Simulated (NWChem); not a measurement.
# SF4 (sulfur tetrafluoride) at PBE/SBKJC-VDZ (core potential)

What is the vertical ionisation energy of SF4 (sulfur tetrafluoride) at PBE/SBKJC-VDZ (core potential)? 

Program for the calculation: NWChem 7.3.0.

1 further run of the same task is left out (it didn't finish).

**1. The structure to begin with**

SF4: 5 atoms, total charge 0, spin state singlet. As SMILES, `FS(F)(F)F`. The coordinates come from a PBE0-D4/def2-TZVP relaxation.

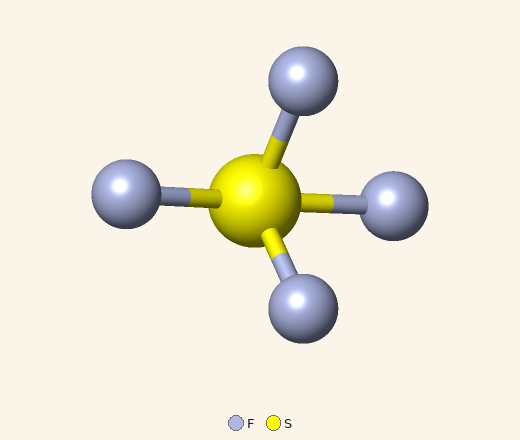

Viewed from a chosen angle; fluorine light blue, sulfur yellow.

**2. A single-point energy at PBE/SBKJC-VDZ (core potential)**

Input file f4s.nw:

```
start f4s
memory stack 880 mb heap 220 mb global 1100 mb
geometry noautosym nocenter noautoz
   F       -0.561200      -0.228000       1.172800
   S        0.064000      -0.357400      -0.243000
   F        1.536700      -0.462000       0.491400
   F       -1.440100      -0.077300      -0.858200
   F        0.400600       1.124600      -0.563100
end
basis "ao basis" spherical bse
   F library SBKJC-VDZ
   S library SBKJC-VDZ
end
ecp bse
   F library SBKJC-VDZ
   S library SBKJC-VDZ
end
dft
   xc xpbe96 cpbe96
   grid fine
   convergence energy 1e-08
   iterations 100
   mulliken
   print low
end
task dft
```

Command:

```bash
$ nwchem f4s.nw > f4s.out
```

Standard output:

```text
[...]
 d= 0,ls=0.0,diis     1   -106.2426254072 -2.27D+02  8.38D-02  1.45D+00     1.0
[...]
 d= 0,ls=0.0,diis    10   -106.4975095348 -5.29D-11  1.87D-06  1.10D-08     4.0
         Total DFT energy =     -106.497509534771
      One electron energy =     -418.245382589164
           Coulomb energy =      211.679344046962
    Exchange-Corr. energy =      -20.944014479147
 Nuclear repulsion energy =      121.012543486579
[...]
      Total Density - Mulliken Population Analysis
     ---------------------------------------------
    Atom       Charge   Shell Charges
 -----------   ------   -------------------------------------------------------
    1 F    7     7.17   1.51  4.14  0.41  1.10
    2 S    6     5.09   1.63  2.81  0.48  0.17
    3 F    7     7.29   1.50  4.13  0.43  1.23
    4 F    7     7.29   1.50  4.13  0.43  1.23
    5 F    7     7.17   1.51  4.14  0.41  1.10
[...]
```

Run time: 5.1 s. Hardware: 1 thread of Intel Xeon Platinum 8488C (Sapphire Rapids), shared host; peak memory 0.12 GiB.

**3. The doublet cation at the same level**

Input file mol.nw:

```
start mol
title "F4S"
memory total 2200 mb
charge 1

geometry units angstroms noautosym nocenter noautoz
  F     -0.561200    -0.228000     1.172800
  S      0.064000    -0.357400    -0.243000
  F      1.536700    -0.462000     0.491400
  F     -1.440100    -0.077300    -0.858200
  F      0.400600     1.124600    -0.563100
end

basis spherical bse
  F library SBKJC-VDZ
  S library SBKJC-VDZ
end

ecp bse
  F library SBKJC-VDZ
  S library SBKJC-VDZ
end

dft
  xc xpbe96 cpbe96
  mult 2
  grid fine
  convergence energy 1e-08
  maxiter 100
  mulliken
  noprint "final vectors analysis"
end

task dft energy
```

Command:

```bash
$ nwchem mol.nw > mol.out
```

Standard output:

```text
[...]
          Wavefunction type:  spin polarized.
          No. of atoms     :     5
          No. of electrons :    33
[...]
          Charge           :     1
          Spin multiplicity:     2
[...]
          AO basis - number of functions:    40
[...]
              XC Information
              --------------
          PerdewBurkeErnzerhof Exchange Functional  1.000
            Perdew 1991 LDA Correlation Functional  1.000 local
           PerdewBurkeErnz. Correlation Functional  1.000 non-local
[...]
 d= 0,ls=0.0,diis     1   -105.5680947821 -2.27D+02  5.18D-02  6.14D-01     0.7
[...]
 d= 0,ls=0.5,diis    44   -106.0283377863 -9.07D-09  1.23D-08  6.45D-09    24.3
[...]
         Total DFT energy =     -106.028337793028
      One electron energy =     -408.298932638162
           Coulomb energy =      201.741752202924
    Exchange-Corr. energy =      -20.483700844369
 Nuclear repulsion energy =      121.012543486579
[...]
      Total Density - Mulliken Population Analysis
     ---------------------------------------------
    Atom       Charge   Shell Charges
 -----------   ------   -------------------------------------------------------
    1 F    7     7.06   1.52  4.11  0.42  1.00
    2 S    6     4.82   1.56  2.87  0.32  0.07
    3 F    7     7.04   1.52  4.05  0.43  1.03
    4 F    7     7.04   1.52  4.05  0.43  1.03
    5 F    7     7.06   1.52  4.11  0.42  1.00
[...]
      <S2> =      0.7546 (Exact =     0.7500)
[...]
```

Wall time 26 s (1 thread of Intel Xeon Platinum 8488C (Sapphire Rapids), shared host); peak memory 0.11 GiB.

**4. Summary of results**

Level: PBE/SBKJC-VDZ (core potential).

| quantity | value |
| --- | --- |
| singlet SF4: total energy | -106.49751 Eh |
| doublet cation: total energy | -106.02834 Eh |
| doublet cation: ⟨S²⟩ | 0.755 |
| vertical ionisation energy (to the doublet cation) | 12.767 eV |

In words: The vertical ionisation energy comes to 12.77 eV (294 kcal/mol). Mulliken charges (doublet cation) run from -0.06 on F1 to +1.18 on S2.
